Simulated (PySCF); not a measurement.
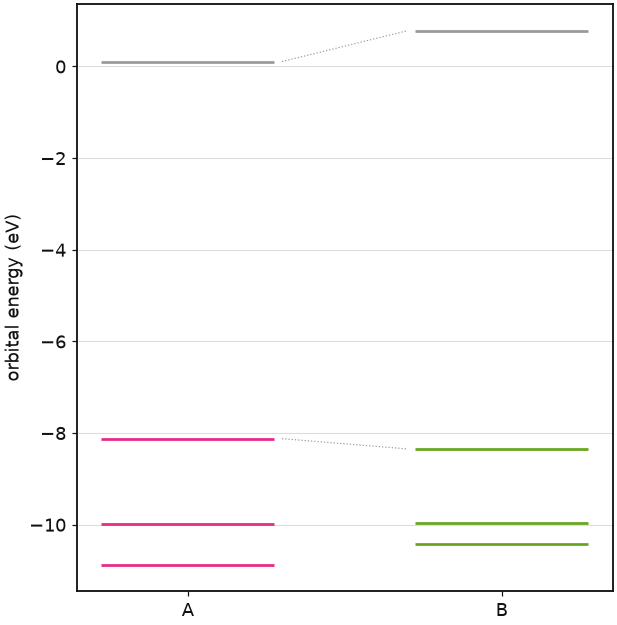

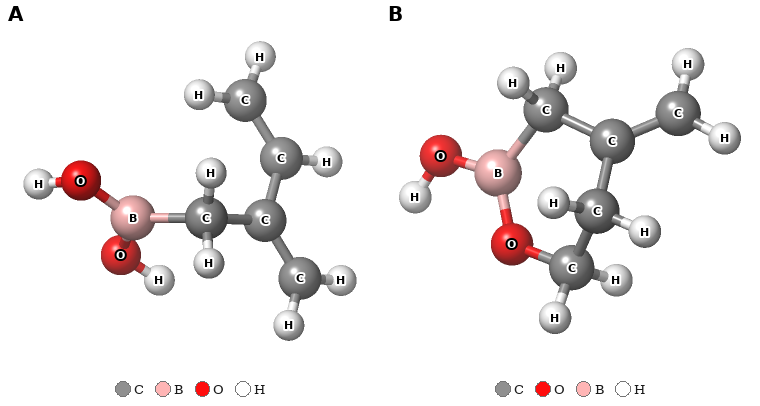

Related molecules: A is C₅H₉BO₂, SMILES C=CC(=C)CB(O)O; B is C₅H₉BO₂, SMILES C=C1CCOB(O)C1. Frontier orbital energies, CAM-B3LYP/def2-SVPD in PySCF, at a GFN2-xTB geometry (no frequency check); drawn are at most three filled levels and, in grey, the LUMO with any level within 0.03 eV of it; dotted lines join the HOMOs and the LUMOs.

What does the change do to the frontier levels?

From A to B the HOMO falls by 0.22 eV and the LUMO rises by 0.67 eV, so the separation goes from 8.23 to 9.13 eV.

Limits of at least one run: empty levels above zero depend strongly on the basis; one conformer of a flexible molecule; the tight-binding geometry is rougher than a DFT one and adds to the error.
